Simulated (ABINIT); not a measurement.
Band structure of AlNi (Pm-3m, 2 atoms in the cell).

```
CELL_PARAMETERS angstrom
      2.86686     0.00000     0.00000
      0.00000     2.86686     0.00000
      0.00000     0.00000     2.86686
ATOMIC_POSITIONS crystal
  Al 0.50000 0.50000 0.50000
  Ni 0.00000 0.00000 0.00000
```

Computed with PBE, norm-conserving pseudopotentials (PseudoDojo nc-sr-05 PBE standard) (plane waves; ABINIT).

Settings: pseudos = [Al.upf, Ni.upf]; ecut = 49 Ha; ixc = 11; occopt = 7; tsmear = 0.136 eV; ngkpt = 11 11 11; nshiftk = 1; shiftk = 0 0 0; potentials = PseudoDojo nc-sr-05 PBE standard; kptopt = 1; nstep = 50; tolvrs1 = 1e-10; ndtset = 2.

The starting cell comes from a database of computed structures (which also holds hypothetical and non-ambient phases and stackings), without a prior relaxation at this level. Its lattice was rescaled by a random factor within 2.5 % of one. Spin polarisation is off.

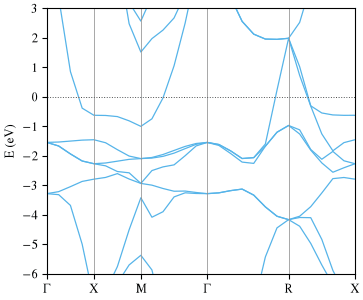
Fig. 1. Bands along the path, energies from the Fermi level.

Levels in eV from the Fermi level, bands 7 to 14:
| point | 7 | 8 | 9 | 10 | 11 | 12 | 13 | 14 |
|---|---|---|---|---|---|---|---|---|
| Γ | -3.29 | -1.55 | -1.55 | -1.55 | 5.55 | 5.55 | 5.55 | 8.18 |
| X | -2.80 | -2.27 | -2.27 | -1.46 | -0.63 | 8.29 | 10.08 | 10.08 |
| M | -2.94 | -2.94 | -2.10 | -2.10 | -1.01 | 1.51 | 2.56 | 12.41 |
| R | -4.17 | -0.98 | -0.98 | 1.98 | 1.98 | 1.98 | 3.82 | 4.52 |

Bands cross the Fermi level along this path, so the cell is metallic at this level.
